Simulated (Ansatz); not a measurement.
# RbCa2Ta3O10: a short molecular-dynamics run

A trajectory of RbCa2Ta3O10, a randomly packed cell with 16 atoms that was not relaxed first: 20 steps of 1 fs at constant energy, with velocities drawn for 2000 K.

Method: DFT PBE, plane waves, PAW, scalar-relativistic, no spin polarisation, in Ansatz 0.2.0.

## 1. The structure to begin with

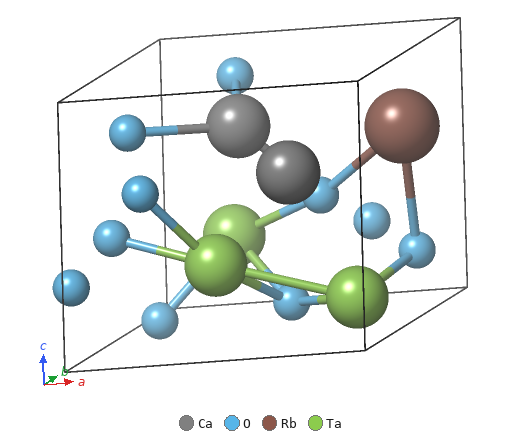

The starting structure, seen slightly off an axis (calcium grey, oxygen blue, rubidium brown, tantalum green). Each atom of the cell is drawn once.

As a file:

```xyz
16
Lattice="6.7530 -0.2393 0.7692 0.2799 6.0730 0.1045 0.2024 -0.5429 5.9215" Properties=species:S:1:pos:R:3 pbc="T T T"
Ca    4.6981    0.6268    4.1917
Ca    2.8009    3.0731    4.6079
O     4.8618    5.5900    2.1199
O     6.7169   -0.0794    2.3985
O     4.2102    4.1862    2.9423
O     6.2022    4.5193    1.7657
O     0.8320    1.6094    4.6887
O     0.6843    3.8194    0.1840
O     3.7865    3.3296    0.8058
O     2.0217    5.3074    5.1934
O     0.3748    1.7135    2.3858
O     1.5237    0.2585    3.6848
Rb    6.2615    3.5997    4.6283
Ta    5.7025    1.9515    1.2706
Ta    2.1101    4.6606    1.8942
Ta    2.7427    1.4889    1.9417
```

## 2. The run

Contents of input.yaml:

```yaml
crystal:
  lattice:
    - [6.752962, -0.239297, 0.769164]
    - [0.279921, 6.073032, 0.104461]
    - [0.202402, -0.542877, 5.921543]
  atoms:
    - { symbol: Ca, position: [0.66953, 0.184812, 0.617646] }
    - { symbol: Ca, position: [0.368936, 0.584913, 0.719917] }
    - { symbol: O, position: [0.672158, 0.969609, 0.253589] }
    - { symbol: O, position: [0.984291, 0.050402, 0.276299] }
    - { symbol: O, position: [0.580186, 0.748678, 0.408307] }
    - { symbol: O, position: [0.88043, 0.794037, 0.169822] }
    - { symbol: O, position: [0.085992, 0.337648, 0.774676] }
    - { symbol: O, position: [0.0748, 0.632769, 0.010189] }
    - { symbol: O, position: [0.535217, 0.574392, 0.056434] }
    - { symbol: O, position: [0.234827, 0.957353, 0.829645] }
    - { symbol: O, position: [0.030506, 0.318504, 0.393324] }
    - { symbol: O, position: [0.203535, 0.103683, 0.593996] }
    - { symbol: Rb, position: [0.879143, 0.685963, 0.65531] }
    - { symbol: Ta, position: [0.826383, 0.362911, 0.100835] }
    - { symbol: Ta, position: [0.271111, 0.80229, 0.27052] }
    - { symbol: Ta, position: [0.386163, 0.284767, 0.272725] }
kpoints:
  mp_grid: { grid: [2, 2, 2] }
magnetization:
  spin_polarized: false
scf:
  occupations: { method: fermi_dirac, width: 0.1 }
hamiltonian:
  pseudopotentials: { kind: paw }
  xc: pbe
basis:
  ecutwfc: 420
md:
  timestep: 1.0
  n_steps: 20
  ensemble: nve
  temperature: 2000.0
  initial_velocities: maxwell_boltzmann
  seed: 776120
```

Run with:

```
ansatz run input.yaml --threads 2 --pin off --max-ram 2560MiB --backend cpu --events-out ev --progress --plain --runs-dir out
```

**Question.** What will these runs give? Wanted: temperature, first and last step; temperature, second half; potential energy, second half; largest change of the total energy; mean square displacement, second half.

The runs gave:

| quantity | value |
| --- | --- |
| length | 20 steps of 1 fs |
| temperature, first and last step | 2000 and 8986 K |
| temperature, second half | mean 6435 K, from 4053 to 8986 K |
| potential energy, second half | -538 meV/atom from the start |
| largest change of the total energy | 0.87 meV/atom |
| mean square displacement, second half | O 0.131, Rb 0.031, Ca 0.017, Ta 0.009 Å² |

The temperature starts at 2000 K and averages 6435 K in the second half, where it still rises, from 4053 to 8986 K; the start was no minimum (force components up to 3.5 eV/Å), and the potential energy that it sheds (538 meV/atom) turns into motion. The total energy strays from its start by at most 0.87 meV/atom, 0.2 % of the mean kinetic energy, so a step of 1 fs is short enough over this time. Over the second half O atoms stand 0.4 Å (root mean square) from where they began, and the farthest move is 0.9 Å. Settings off the usual here: kpoints.mp_grid.grid; they were drawn at random, not all are sound, and the numbers needn't be the system's own. Averages from a run of 20 fs with 16 atoms are rough. The k-mesh is coarse for this cell.
